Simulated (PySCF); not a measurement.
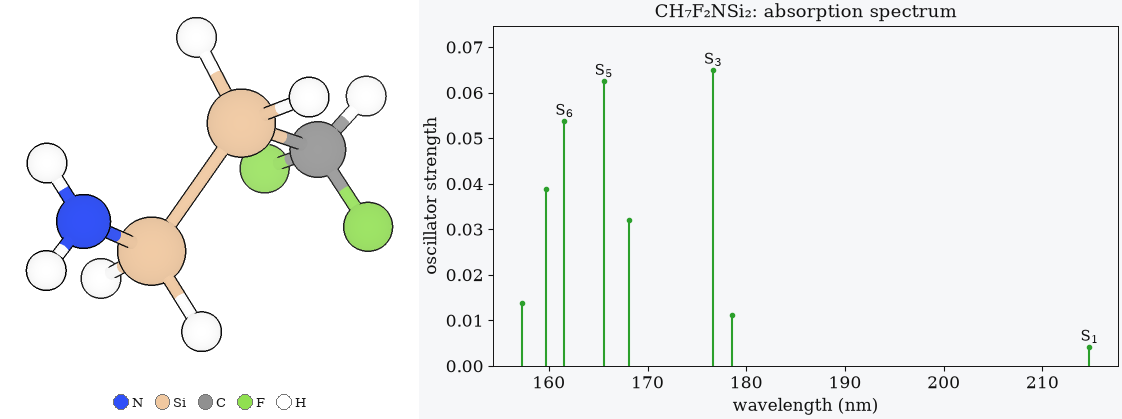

Computed absorption of CH₇F₂NSi₂, SMILES N[SiH2][SiH2]C(F)F. Vertical TDDFT excitations, CAM-B3LYP/def2-SVPD, PySCF, at a GFN2-xTB geometry (no frequency check), gas phase. Only the first 8 singlet excitations are included.

### Does any vertical transition fall in the visible?

No singlet lies below 3.1 eV (beyond 400 nm), so at this level no vertical transition falls in the visible.

### Which of the computed transitions is the brightest, and what character does the calculation give it?

S3 at 7.02 eV (177 nm), f = 0.065, mainly HOMO−1 → LUMO (60 %).

### List the transitions behind the spectrum.

```
state  E (eV)  λ (nm)      f          main character
   S1    5.77     215  0.004      HOMO → LUMO (94 %)
   S2    6.94     179  0.011    HOMO → LUMO+1 (48 %)
   S3    7.02     177  0.065    HOMO−1 → LUMO (60 %)
   S4    7.38     168  0.032    HOMO → LUMO+2 (41 %)
   S5    7.49     166  0.063    HOMO−2 → LUMO (75 %)
   S6    7.67     162  0.054    HOMO → LUMO+3 (47 %)
   S7    7.76     160  0.039  HOMO−1 → LUMO+2 (30 %)
   S8    7.88     157  0.014    HOMO → LUMO+4 (59 %)
```

Note: the tight-binding geometry is rougher than a DFT one and adds to the error; one conformer of a flexible molecule; core orbitals are frozen in the response.
